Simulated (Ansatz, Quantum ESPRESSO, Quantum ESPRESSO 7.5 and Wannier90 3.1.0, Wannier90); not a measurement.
# straight Ir chain, spacing 2.30 Å: Wannier functions and conductance

Aim: a Wannier model and the conductance steps that follow from it, for this wire: straight Ir chain, spacing 2.30 Å.

Program: Quantum ESPRESSO 7.5 and Wannier90 3.1.0. Level of theory: plane-wave DFT, PBE, GBRV ultrasoft pseudopotentials (cross-check by Ansatz 0.2.0 with PAW datasets). Results are calculated unless marked as measured.

### 1. Starting point

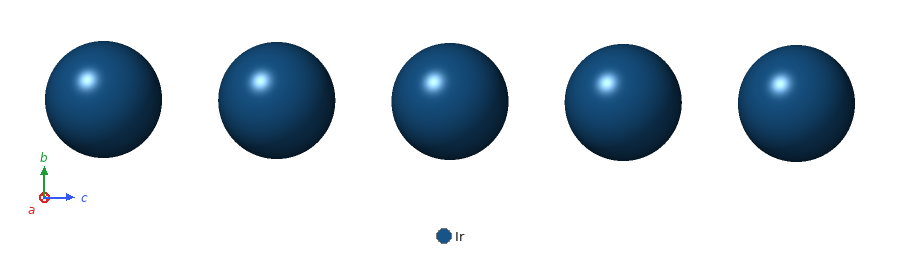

The cell as given, from the side, with the c axis across the page (iridium blue). 1×1×4 cells are drawn. Some periodic images of atoms are drawn too.

The cell holds 1 atom: 1 Ir. Its edges and angles: a = 8.000 Å, b = 8.000 Å, c = 2.300 Å, α = 90.0°, β = 90.0°, γ = 90.0°. Vacuum lies along a and b. The structure's axis is c.

### 2. Self-consistent run

scf.in

```
&control
  prefix = 'scf'
  outdir = './out'
  pseudo_dir = './pseudo'
  calculation = 'scf'
  tprnfor = .true.
/
&system
  ibrav = 0
  nat = 1
  ntyp = 1
  ecutwfc = 34
  ecutrho = 170
  occupations = 'smearing'
  smearing = 'mv'
  degauss = 0.005
/
&electrons
  conv_thr = 1e-07
  mixing_beta = 0.4
  electron_maxstep = 120
  mixing_mode = 'local-TF'
/
ATOMIC_SPECIES
  Ir  192.2170  ir_pbe_v1.2.uspp.F.UPF
CELL_PARAMETERS angstrom
  8.00000000000000 0.00000000000000 0.00000000000000
  0.00000000000000 8.00000000000000 0.00000000000000
  0.00000000000000 0.00000000000000 2.30000000000000
ATOMIC_POSITIONS crystal
  Ir  0.000000000000 0.000000000000 0.000000000000
K_POINTS automatic
  1 1 32 0 0 0
```

Launch:

```
OMP_NUM_THREADS=1 mpirun -n 4 pw.x -nk 2 -in scf.in > scf.out
```

Output:

```text
Program PWSCF v.7.5 starts
[citation notice left out]

     Parallel version (MPI & OpenMP), running on       4 processor cores
     Number of MPI processes:                 4
     Threads/MPI process:                     1

     MPI processes distributed on     1 nodes
[...]
Current dimensions of program PWSCF are:
     Max number of different atomic species (ntypx) = 10
     Max number of k-points (npk) =  40000
     Max angular momentum in pseudopotentials (lmaxx) =  4
     Message from routine setup:
     using ibrav=0 with symmetry is DISCOURAGED, use correct ibrav instead

     K-points division:     npool     =       2
     R & G space division:  proc/nbgrp/npool/nimage =       2
     Subspace diagonalization in iterative solution of the eigenvalue problem:
     a serial algorithm will be used

     Parallelization info
     --------------------
     sticks:   dense  smooth     PW     G-vecs:    dense   smooth      PW
     Min        1546    1234    388                18555    13266    2384
     Max        1547    1235    389                18556    13267    2385
     Sum        3093    2469    777                37111    26533    4769

     Using Slab Decomposition

     bravais-lattice index     =            0
     lattice parameter (alat)  =      15.1178  a.u.
     unit-cell volume          =     993.3548 (a.u.)^3
     number of atoms/cell      =            1
     number of atomic types    =            1
     number of electrons       =        15.00
     number of Kohn-Sham states=           12
     kinetic-energy cutoff     =      34.0000  Ry
     charge density cutoff     =     170.0000  Ry
     scf convergence threshold =      1.0E-07
     mixing beta               =       0.4000
     number of iterations used =            8  local-TF  mixing
     Exchange-correlation= SLA  PW   PBE  PBE
                           (   1   4   3   4   0   0   0)

     celldm(1)=  15.117809  celldm(2)=   0.000000  celldm(3)=   0.000000
     celldm(4)=   0.000000  celldm(5)=   0.000000  celldm(6)=   0.000000

     crystal axes: (cart. coord. in units of alat)
               a(1) = (   1.000000   0.000000   0.000000 )
               a(2) = (   0.000000   1.000000   0.000000 )
               a(3) = (   0.000000   0.000000   0.287500 )

     reciprocal axes: (cart. coord. in units 2 pi/alat)
               b(1) = (  1.000000  0.000000  0.000000 )
               b(2) = (  0.000000  1.000000  0.000000 )
               b(3) = (  0.000000  0.000000  3.478261 )

     PseudoPot. # 1 for Ir read from file:
     ./pseudo/ir_pbe_v1.2.uspp.F.UPF
     Pseudo is Ultrasoft + core correction, Zval = 15.0
     Generated by new atomic code, or converted to UPF format
     Using radial grid of  983 points,  7 beta functions with:
                l(1) =   0
                l(2) =   0
                l(3) =   1
                l(4) =   1
                l(5) =   1
                l(6) =   2
                l(7) =   2
     Q(r) pseudized with  8 coefficients,  rinner =    1.400   1.400   1.400
                                                       1.400   1.400

     atomic species   valence    mass     pseudopotential
     Ir               15.00   192.21700     Ir( 1.00)

     16 Sym. Ops., with inversion, found

   Cartesian axes

     site n.     atom                  positions (alat units)
         1        Ir     tau(   1) = (   0.0000000   0.0000000   0.0000000  )

     number of k points=    17  Marzari-Vanderbilt smearing, width (Ry)=  0.0050
                       cart. coord. in units 2pi/alat
        k(    1) = (   0.0000000   0.0000000   0.0000000), wk =   0.0625000
        k(    2) = (   0.0000000   0.0000000   0.1086957), wk =   0.1250000
        k(    3) = (   0.0000000   0.0000000   0.2173913), wk =   0.1250000
        k(    4) = (   0.0000000   0.0000000   0.3260870), wk =   0.1250000
        k(    5) = (   0.0000000   0.0000000   0.4347826), wk =   0.1250000
        k(    6) = (   0.0000000   0.0000000   0.5434783), wk =   0.1250000
        k(    7) = (   0.0000000   0.0000000   0.6521739), wk =   0.1250000
        k(    8) = (   0.0000000   0.0000000   0.7608696), wk =   0.1250000
        k(    9) = (   0.0000000   0.0000000   0.8695652), wk =   0.1250000
        k(   10) = (   0.0000000   0.0000000   0.9782609), wk =   0.1250000
[...]
k(   17) = (   0.0000000   0.0000000  -1.7391304), wk =   0.0625000

     Dense  grid:    37111 G-vectors     FFT dimensions: (  64,  64,  20)

     Smooth grid:    26533 G-vectors     FFT dimensions: (  60,  60,  18)

     Estimated max dynamical RAM per process >      50.58 MB

     Estimated total dynamical RAM >     193.25 MB

     Initial potential from superposition of free atoms

     starting charge      14.5000, renormalised to      15.0000

     negative rho (up, down):  3.741E-01 0.000E+00
     Starting wfcs are   12 randomized atomic wfcs

     total cpu time spent up to now is        0.4 secs

     per-process dynamical memory:    18.6 Mb

     Self-consistent Calculation

     iteration #  1     ecut=    34.00 Ry     beta= 0.40
     Davidson diagonalization with overlap
     ethr =  1.00E-02,  avg # of iterations =  5.4

     negative rho (up, down):  3.810E-01 0.000E+00

     total cpu time spent up to now is        0.8 secs

     total energy              =    -181.46547904 Ry
     estimated scf accuracy    <       2.46651087 Ry

     iteration #  2     ecut=    34.00 Ry     beta= 0.40
[...]
negative rho (up, down):  3.756E-01 0.000E+00

[...]
total energy              =    -181.45842059 Ry
     estimated scf accuracy    <       0.43788360 Ry

     iteration #  3     ecut=    34.00 Ry     beta= 0.40
[...]
negative rho (up, down):  3.737E-01 0.000E+00

[...]
total energy              =    -181.49676298 Ry
     estimated scf accuracy    <       0.03686005 Ry

     iteration #  4     ecut=    34.00 Ry     beta= 0.40
[...]
negative rho (up, down):  3.668E-01 0.000E+00

[...]
total energy              =    -181.49273484 Ry
     estimated scf accuracy    <       0.01080357 Ry

     iteration #  5     ecut=    34.00 Ry     beta= 0.40
[...]
negative rho (up, down):  3.586E-01 0.000E+00

[...]
total energy              =    -181.49367170 Ry
     estimated scf accuracy    <       0.00250687 Ry

     iteration #  6     ecut=    34.00 Ry     beta= 0.40
[...]
negative rho (up, down):  3.333E-01 0.000E+00

[...]
total energy              =    -181.49207428 Ry
     estimated scf accuracy    <       0.00192618 Ry

     iteration #  7     ecut=    34.00 Ry     beta= 0.40
[...]
negative rho (up, down):  3.313E-01 0.000E+00

[...]
total energy              =    -181.49190314 Ry
     estimated scf accuracy    <       0.00082806 Ry

     iteration #  8     ecut=    34.00 Ry     beta= 0.40
[...]
negative rho (up, down):  3.239E-01 0.000E+00

[...]
total energy              =    -181.49189287 Ry
     estimated scf accuracy    <       0.00005605 Ry

     iteration #  9     ecut=    34.00 Ry     beta= 0.40
[...]
negative rho (up, down):  3.234E-01 0.000E+00

[...]
total energy              =    -181.49188205 Ry
     estimated scf accuracy    <       0.00002177 Ry

     iteration # 10     ecut=    34.00 Ry     beta= 0.40
[...]
negative rho (up, down):  3.235E-01 0.000E+00

[...]
total energy              =    -181.49188720 Ry
     estimated scf accuracy    <       0.00000228 Ry

     iteration # 11     ecut=    34.00 Ry     beta= 0.40
[...]
negative rho (up, down):  3.234E-01 0.000E+00

[...]
total energy              =    -181.49188724 Ry
     estimated scf accuracy    <       0.00000047 Ry

     iteration # 12     ecut=    34.00 Ry     beta= 0.40
[...]
negative rho (up, down):  3.234E-01 0.000E+00

[...]
End of self-consistent calculation

          k = 0.0000 0.0000 0.0000 (  3285 PWs)   bands (ev):

   -51.0517 -51.0517 -50.9188  -9.9190  -4.8759  -4.3765  -4.3732  -0.8770
     0.2233   0.2233   2.3195   3.5742

          k = 0.0000 0.0000 0.1087 (  3321 PWs)   bands (ev):

   -51.0497 -51.0497 -50.9399  -9.8373  -4.8546  -4.3642  -4.3611  -1.0905
    -1.0905   0.3951   0.3951   2.3465

          k = 0.0000 0.0000 0.2174 (  3304 PWs)   bands (ev):

   -51.0431 -51.0431 -51.0014  -9.5935  -4.7906  -4.3273  -4.3243  -1.5462
    -1.5462   0.7341   0.7341   2.4275

          k = 0.0000 0.0000 0.3261 (  3284 PWs)   bands (ev):

   -51.1007 -51.0325 -51.0325  -9.1922  -4.6846  -4.2668  -4.2640  -2.0899
    -2.0899   1.1051   1.1052   2.5625

          k = 0.0000 0.0000 0.4348 (  3288 PWs)   bands (ev):

   -51.2329 -51.0183 -51.0183  -8.6410  -4.5374  -4.1844  -4.1818  -2.6708
    -2.6708   1.4836   1.4836   2.7514

          k = 0.0000 0.0000 0.5435 (  3308 PWs)   bands (ev):

   -51.3922 -51.0009 -51.0009  -7.9505  -4.3498  -4.0822  -4.0797  -3.2637
    -3.2637   1.8722   1.8722   2.9944

[...]
the Fermi energy is    -2.9515 ev

!    total energy              =    -181.49188738 Ry
     estimated scf accuracy    <       0.00000003 Ry
     smearing contrib. (-TS)   =      -0.00018880 Ry
     internal energy E=F+TS    =    -181.49169858 Ry

     The total energy is F=E-TS. E is the sum of the following terms:
     one-electron contribution =    -224.76996115 Ry
     hartree contribution      =     112.03714485 Ry
     xc contribution           =     -50.12967937 Ry
     ewald contribution        =     -18.62920291 Ry

     convergence has been achieved in  12 iterations

     negative rho (up, down):  3.234E-01 0.000E+00

     Forces acting on atoms (cartesian axes, Ry/au):

     atom    1 type  1   force =     0.00000000    0.00000000    0.00000000

     Total force =     0.000000     Total SCF correction =     0.000000

[...]
=------------------------------------------------------------------------------=
   JOB DONE.
=------------------------------------------------------------------------------=
```

Wall time 5 s (4 MPI ranks of Arm Neoverse V2, shared host); peak memory 0.22 GiB.

Read from the output:

```
free energy  : -2469.3229 eV
Fermi energy : -2.951 eV
```

The run needed 12 iterations to bring the estimated error under 1e-07 Ry.

### 3. Full uniform mesh without symmetry

Wannier90 needs the states on a whole uniform mesh, listed point by point, without symmetry.

nscf.in

```
&control
  prefix = 'nscf'
  outdir = './out'
  pseudo_dir = './pseudo'
  calculation = 'nscf'
/
&system
  ibrav = 0
  nat = 1
  ntyp = 1
  ecutwfc = 34
  ecutrho = 170
  occupations = 'smearing'
  smearing = 'mv'
  degauss = 0.005
  nosym = .true.
  noinv = .true.
  nbnd = 36
/
&electrons
  conv_thr = 1e-08
  mixing_beta = 0.4
  electron_maxstep = 120
  mixing_mode = 'local-TF'
  diago_full_acc = .true.
/
ATOMIC_SPECIES
  Ir  192.2170  ir_pbe_v1.2.uspp.F.UPF
CELL_PARAMETERS angstrom
  8.00000000000000 0.00000000000000 0.00000000000000
  0.00000000000000 8.00000000000000 0.00000000000000
  0.00000000000000 0.00000000000000 2.30000000000000
ATOMIC_POSITIONS crystal
  Ir  0.000000000000 0.000000000000 0.000000000000
K_POINTS crystal
16
  0.0000000000 0.0000000000 0.0000000000 0.0625
  0.0000000000 0.0000000000 0.0625000000 0.0625
  0.0000000000 0.0000000000 0.1250000000 0.0625
  0.0000000000 0.0000000000 0.1875000000 0.0625
  0.0000000000 0.0000000000 0.2500000000 0.0625
  0.0000000000 0.0000000000 0.3125000000 0.0625
  0.0000000000 0.0000000000 0.3750000000 0.0625
  0.0000000000 0.0000000000 0.4375000000 0.0625
  0.0000000000 0.0000000000 0.5000000000 0.0625
  0.0000000000 0.0000000000 0.5625000000 0.0625
  0.0000000000 0.0000000000 0.6250000000 0.0625
  0.0000000000 0.0000000000 0.6875000000 0.0625
  0.0000000000 0.0000000000 0.7500000000 0.0625
  0.0000000000 0.0000000000 0.8125000000 0.0625
  0.0000000000 0.0000000000 0.8750000000 0.0625
  0.0000000000 0.0000000000 0.9375000000 0.0625
```

Launch:

```
cp -r out/scf.save out/nscf.save
cp out/scf.xml out/nscf.xml
OMP_NUM_THREADS=1 mpirun -n 4 pw.x -nk 1 -in nscf.in > nscf.out
```

Output:

```text
[banner, memory and clock lines left out]
Program PWSCF v.7.5 starts
[citation notice left out]

[...]
bravais-lattice index     =            0
     lattice parameter (alat)  =      15.1178  a.u.
     unit-cell volume          =     993.3548 (a.u.)^3
     number of atoms/cell      =            1
     number of atomic types    =            1
     number of electrons       =        15.00
     number of Kohn-Sham states=           36
     kinetic-energy cutoff     =      34.0000  Ry
     charge density cutoff     =     170.0000  Ry
     Exchange-correlation= SLA  PW   PBE  PBE
                           (   1   4   3   4   0   0   0)

[...]
PseudoPot. # 1 for Ir read from file:
     ./pseudo/ir_pbe_v1.2.uspp.F.UPF
     Pseudo is Ultrasoft + core correction, Zval = 15.0
     Generated by new atomic code, or converted to UPF format
     Using radial grid of  983 points,  7 beta functions with:
                l(1) =   0
                l(2) =   0
                l(3) =   1
                l(4) =   1
                l(5) =   1
                l(6) =   2
                l(7) =   2
     Q(r) pseudized with  8 coefficients,  rinner =    1.400   1.400   1.400
                                                       1.400   1.400

     atomic species   valence    mass     pseudopotential
     Ir               15.00   192.21700     Ir( 1.00)

     No symmetry found

[...]
number of k points=    16  Marzari-Vanderbilt smearing, width (Ry)=  0.0050
[...]
Dense  grid:    37111 G-vectors     FFT dimensions: (  64,  64,  20)

     Smooth grid:    26533 G-vectors     FFT dimensions: (  60,  60,  18)

     The potential is recalculated from file :
     ./out/nscf.save/charge-density

     negative rho (up, down):  3.234E-01 0.000E+00
     Starting wfcs are   12 randomized atomic wfcs +   24 random wfcs

     Band Structure Calculation
     Davidson diagonalization with overlap

     ethr =  6.67E-11,  avg # of iterations = 40.0

     End of band structure calculation

          k = 0.0000 0.0000 0.0000 (  3285 PWs)   bands (ev):

   -51.0496 -51.0496 -50.9177  -9.9183  -4.8751  -4.3750  -4.3717  -0.8757
    -0.8757   0.2237   0.2237   2.3179   3.5729   5.0882   5.0882   5.4800
     5.7040   8.3429   8.3429   8.8825   9.8201  10.1712  11.1498  11.1498
    12.4436  12.5717  12.6238  12.6238  12.6265  13.1255  17.9490  17.9490
    18.7493  18.7493  19.3707  19.8486

          k = 0.0000 0.0000 0.2174 (  3304 PWs)   bands (ev):

   -51.0410 -51.0410 -51.0003  -9.5928  -4.7898  -4.3257  -4.3227  -1.5450
    -1.5450   0.7347   0.7347   2.4259   3.6786   5.2292   5.2292   5.5793
     5.8126   8.5270   8.5270   8.8816   9.9221  10.2571  11.2876  11.2876
    12.5547  12.6533  12.7291  12.7427  12.7427  13.2286  18.1559  18.1559
    18.9145  18.9145  19.4759  19.9176

[...]
the Fermi energy is    -2.9090 ev
     (compare with:    -2.9515 eV, computed in scf)

[...]
```

Wall time 7.2 s (4 MPI ranks); peak memory 0.19 GiB; 28 s of CPU time.

Read from the output:

* Fermi energy: -2.909 eV

The program's own clock; routines nest. Time by routine:

| routine | wall time (s) | calls |
| --- | --- | --- |
| PWSCF | 6.65 | 1 |
| electrons | 6.43 | 1 |
| c_bands | 6.43 | 1 |
| cegterg | 6.21 | 39 |
| h_psi | 3.96 | 695 |
| vloc_psi | 3.75 | 695 |
| fftw | 3.48 | 26240 |
| cdiaghg | 0.77 | 656 |
| h_psi:calbec | 0.11 | 695 |
| calbec | 0.11 | 695 |
| init_run | 0.1 | 1 |
| s_psi | 0.09 | 695 |
| add_vuspsi | 0.09 | 695 |
| hinit0 | 0.04 | 1 |

### 4. Neighbour list from wannier90 -pp, with dis_win_max − E_F = 9.0

A first try, with customary settings: the .win file sets projections and windows, and states in the frozen window are kept exactly.

wan_try.win

```
num_wann = 9
num_bands = 36
num_iter = 200
num_print_cycles = 20
conv_tol = 1e-8
conv_window = 5
guiding_centres = true
dis_num_iter = 1500
dis_conv_tol = 1e-8
dis_win_min = -13.9515
dis_win_max = 6.0485
dis_froz_max = -1.4515
search_shells = 120
fermi_energy = -2.9515

transport = true
transport_mode = bulk
one_dim_axis = z
dist_cutoff = 18.3
dist_cutoff_mode = one_dim
tran_win_min = -4.0
tran_win_max = 2.0
tran_energy_step = 0.02

bands_plot = true
bands_num_points = 96
begin kpoint_path
G 0.0 0.0 0.0 Z 0.0 0.0 0.5
end kpoint_path

begin projections
Ir:s;p;d
end projections

begin unit_cell_cart
ang
  8.0000000000 0.0000000000 0.0000000000
  0.0000000000 8.0000000000 0.0000000000
  0.0000000000 0.0000000000 2.3000000000
end unit_cell_cart

begin atoms_frac
  Ir 0.0000000000 0.0000000000 0.0000000000
end atoms_frac

mp_grid = 1 1 16
begin kpoints
  0.0 0.0 0.0000000000
  0.0 0.0 0.0625000000
  0.0 0.0 0.1250000000
  0.0 0.0 0.1875000000
  0.0 0.0 0.2500000000
  0.0 0.0 0.3125000000
  0.0 0.0 0.3750000000
  0.0 0.0 0.4375000000
  0.0 0.0 0.5000000000
  0.0 0.0 0.5625000000
  0.0 0.0 0.6250000000
  0.0 0.0 0.6875000000
  0.0 0.0 0.7500000000
  0.0 0.0 0.8125000000
  0.0 0.0 0.8750000000
  0.0 0.0 0.9375000000
end kpoints
```

Launch:

```
OMP_NUM_THREADS=1 wannier90.x -pp wan_try > wan_try.pp.log
```

It took 0.46 s on 1 MPI rank; peak memory 0.09 GiB.

### 5. Overlaps and projections

The follow-up step for that run.

wan_try.p2w.in

```
&inputpp
  prefix = 'nscf'
  outdir = './out'
  seedname = 'wan_try'
  write_mmn = .true.
  write_amn = .true.
  write_unk = .false.
/
```

Launch:

```
OMP_NUM_THREADS=1 mpirun -n 4 pw2wannier90.x -in wan_try.p2w.in > wan_try.p2w.out
```

The job ended after 2.7 s (4 MPI ranks; peak memory 0.17 GiB; 11 s of CPU time).

[end of part 1 of 6]

[Logs are printed without paths, hosts, clocks, repeated set-up lines and the standing remarks that a program may print on its own settings, such as how far it seeks lower states.]

[Hosts, paths, dates, database ids (printed as entryN), source tags and the programs' standing remarks are cut or masked in the printed files.]

[Maps of the electrostatic potential energy from Ansatz leave out the sawtooth potential of an applied field or a dipole correction, so their vacuum need not be flat; planar profiles and work functions include it.]
